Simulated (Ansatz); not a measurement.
# Abstraction of Cl: NbCl5 + SiCl3 → NbCl4 + SiCl4

Species: NbCl5 (niobium pentachloride) `[Cl][Nb]([Cl])([Cl])([Cl])[Cl]`, singlet; SiCl3 `Cl[Si](Cl)Cl`, doublet; NbCl4 `[Cl][Nb]([Cl])([Cl])[Cl]`, doublet; SiCl4 (silicon tetrachloride) `Cl[Si](Cl)(Cl)Cl`, singlet. A radical takes Cl: the energy is the difference in strength between the Nb–Cl bond broken and the Si–Cl bond made.

Shapes, held fixed at every level: PBE0-D4/def2-TZVP. Programs: Ansatz 0.2.0. The zero-point and thermal change to 298 K, harmonic and unscaled (PBE0-D4/def2-TZVP), is +1.2 kJ/mol.

```json
{"level": "MP2/def2-SVP", "kind": "perturbation theory", "ΔH(298 K) (kJ/mol)": "-131.0", "less CCSD(T)/def2-TZVPP": "+43.3", "CPU time (sum over the molecules)": "–"}
{"level": "HF/def2-SVP", "kind": "Hartree–Fock", "ΔH(298 K) (kJ/mol)": "-270.2", "less CCSD(T)/def2-TZVPP": "-95.9", "CPU time (sum over the molecules)": "–"}
{"level": "SPW92/def2-TZVPP", "kind": "LDA", "ΔH(298 K) (kJ/mol)": "-109.0", "less CCSD(T)/def2-TZVPP": "+65.3", "CPU time (sum over the molecules)": "49 s"}
{"level": "BHLYP-D4/def2-TZVPP", "kind": "global hybrid", "ΔH(298 K) (kJ/mol)": "-211.3", "less CCSD(T)/def2-TZVPP": "-37.0", "CPU time (sum over the molecules)": "2.7 min"}
{"level": "r2SCAN0-D4/def2-TZVPP", "kind": "global hybrid", "ΔH(298 K) (kJ/mol)": "-171.2", "less CCSD(T)/def2-TZVPP": "+3.1", "CPU time (sum over the molecules)": "4.1 min"}
{"level": "CCSD(T)/def2-SVP", "kind": "coupled cluster or CI", "ΔH(298 K) (kJ/mol)": "-162.1", "less CCSD(T)/def2-TZVPP": "+12.2", "CPU time (sum over the molecules)": "32 s"}
{"level": "CCSD(T)/def2-TZVPP", "kind": "coupled cluster or CI", "ΔH(298 K) (kJ/mol)": "-174.3", "less CCSD(T)/def2-TZVPP": "0.0", "CPU time (sum over the molecules)": "4.6 min"}
```

The highest level, CCSD(T)/def2-TZVPP, gives ΔH(298 K) = -174.3 kJ/mol; the levels span -270.2 to -109.0. The column of differences is taken from that level and isn't an error. No measured value is set beside it here. Open shells run unrestricted. For atoms past krypton def2 sets carry core potentials with scalar relativity. Outer-core shells of Nb are correlated, in sets that cover them unevenly. Times are processor times on shared x86 and Arm servers, and rough.

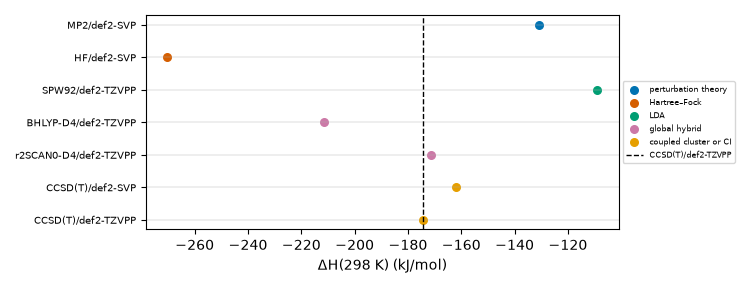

The values of the table, level by level.
